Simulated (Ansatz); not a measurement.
## Electronic structure of F₂OS (SMILES O=S(F)F) in real space

```json
{"atom": "O", "x (Å)": "0.9324", "y (Å)": "0.0666", "z (Å)": "-1.0178"}
{"atom": "S", "x (Å)": "-0.1513", "y (Å)": "-0.4262", "z (Å)": "-0.2457"}
{"atom": "F", "x (Å)": "-1.1244", "y (Å)": "0.8042", "z (Å)": "0.0004"}
{"atom": "F", "x (Å)": "0.3433", "y (Å)": "-0.4446", "z (Å)": "1.2631"}
```

Geometry: PBE0-D4/def2-TZVP.

Level of theory: Ansatz 0.2.0, RKS PBE0-D4/def2-TZVPP.

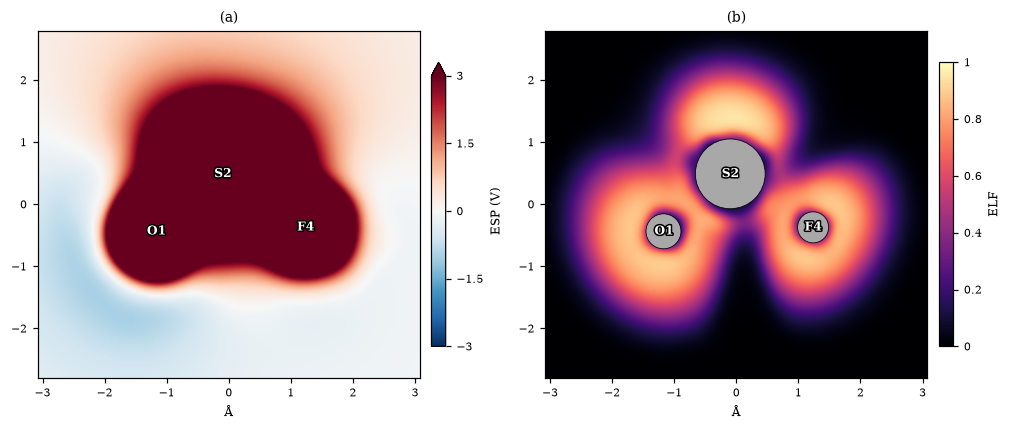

Figure 1. (a) molecular electrostatic potential; (b) electron localisation function on the plane of atoms O1, S2 and F4. Grey discs cover the atomic cores in the ELF map.

Q: Read the bonding off the picture.

A: Atoms in the plane: O, S and F.
S–O (1.42 Å): the ELF peaks at about 0.80 between the atoms, as expected for a short, strongly polar bond.
S–F (1.59 Å): the ELF peaks at about 0.80 between the atoms, as expected for a shared but strongly polarised pair.
The ELF also peaks beside O1, F4 and S2, away from the bonds: lone-pair regions.
Outside the dense part of the molecule the potential is most negative (−1.0 V) near O1.

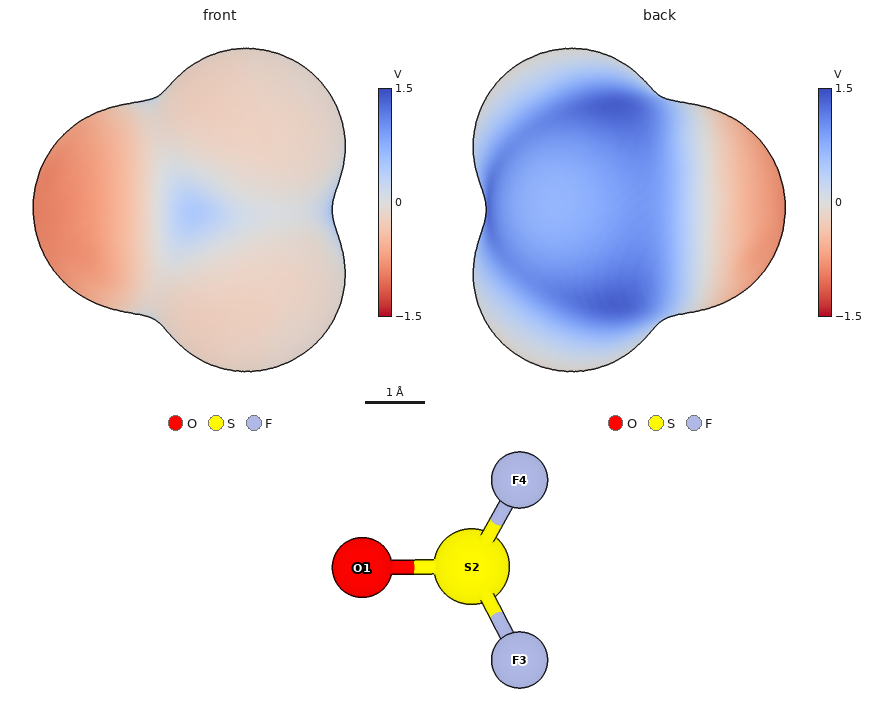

Figure 2. The electrostatic potential painted on the density surface at 0.001 e/bohr³, seen from the front and from behind; red is negative and blue positive. The bare structure is drawn below in the same view.

Q: Which sites attract a positive test charge, and which a negative one?

A: A positive charge is drawn to the negative regions and a negative charge to the positive ones. The most negative region (about −0.9 V) lies over O1, the most positive (about +1.3 V) over S2.

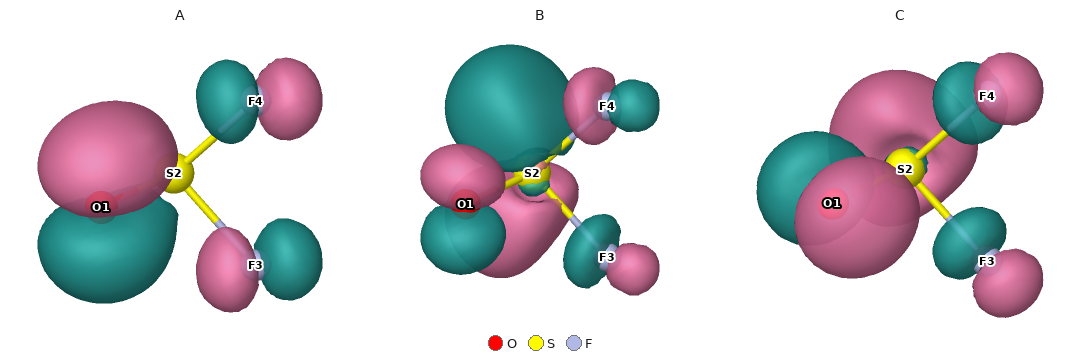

Figure 3. Three frontier orbitals at ±0.15 Å⁻³ᐟ² (teal and pink are the two phases), in no order.

Q: Order the three orbitals by energy and name them.

A: A is the HOMO−1 (−11.05 eV). Its weight (Hirshfeld) is mainly on O1 (about 60 %), S2 (about 15 %), F3 (about 10 %) and F4 (about 10 %). C is the HOMO (−9.66 eV). Its weight (Hirshfeld) is mainly on O1 (about 40 %), S2 (about 40 %), F3 (about 10 %) and F4 (about 10 %). B is the LUMO (−1.14 eV). Its weight (Hirshfeld) is mainly on S2 (about 65 %), O1 (about 15 %), F3 (about 10 %) and F4 (about 10 %).

Q: What is the HOMO–LUMO gap?

A: 8.52 eV between the orbital energies.
